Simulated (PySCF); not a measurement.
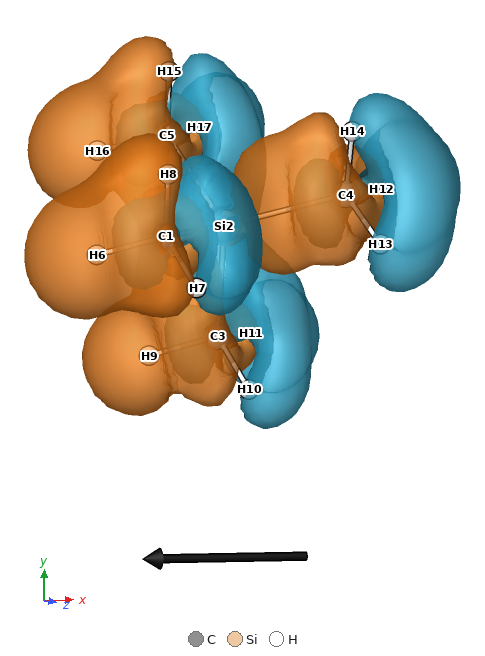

Figure. C4H12Si, SMILES `C[Si](C)(C)C`. Change of the electron density in a uniform field of 0.21 V/Å along −x (arrow), surfaces at ±0.001 e/Å³ (light blue: gain, orange: loss).

PySCF calculation, ωB97X/def2-TZVP, gas phase; geometry: GFN2-xTB. No frequency check shows the geometry to be a minimum. A basis without diffuse functions makes polarisabilities too small.

The field was applied in both directions; the picture shows the one opposite to the script's first.

> What dipole is induced, and what polarisability does it imply?

The induced dipole is 0.76 D (along the field); α along this axis, from the fields in both directions, is 74 bohr³ (11.0 Å³).
